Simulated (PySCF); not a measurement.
# Cu2: what the fields show

```yaml
atoms:
  - { symbol: Cu, position_ang: [0.0000, 0.0000, -1.1450] }
  - { symbol: Cu, position_ang: [0.0000, 0.0000, 1.1450] }
```

The calculation used PBE0/def2-TZVPPD, non-relativistic Hamiltonian with scalar-relativistic core potentials where named, at a bond length of 2.290 Å (PySCF 2.14.0).

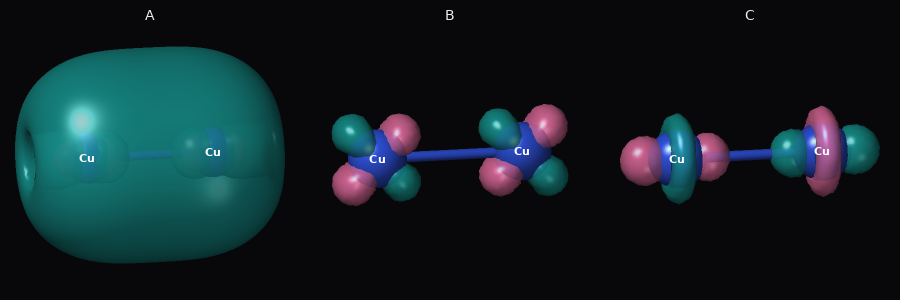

Figure 1. Three frontier orbitals, each drawn at the value that holds 80 % of its norm (teal and pink are the two phases), in no order; of a degenerate pair one member is drawn.

Q: Name the orbitals and rank them from lowest to highest energy.

A: Orbital B: πg, occupied, −6.79 eV; antibonding, with a node between the atoms.
Orbital C: σu, occupied, −6.68 eV; antibonding, with a node between the atoms.
Orbital A: σg, occupied, −5.71 eV; with no node between the nuclei.

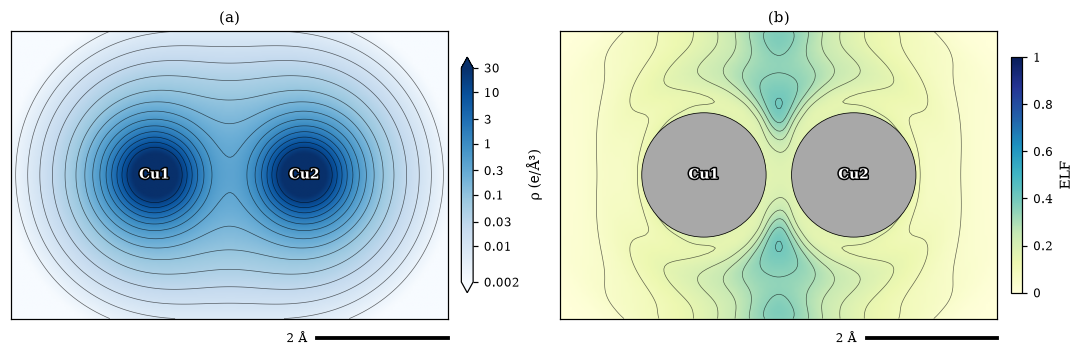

Figure 2. (a) total electron density; (b) ELF on a plane that holds the molecular axis. Grey discs cover the atomic cores in the ELF map.

Q: Describe what can be read from this map.

A:
- The plane passes through Cu nuclei.
- Cu–Cu (2.29 Å): ρ is about 0.38 e/Å³ halfway; the ELF is about 0.15 at the midpoint.
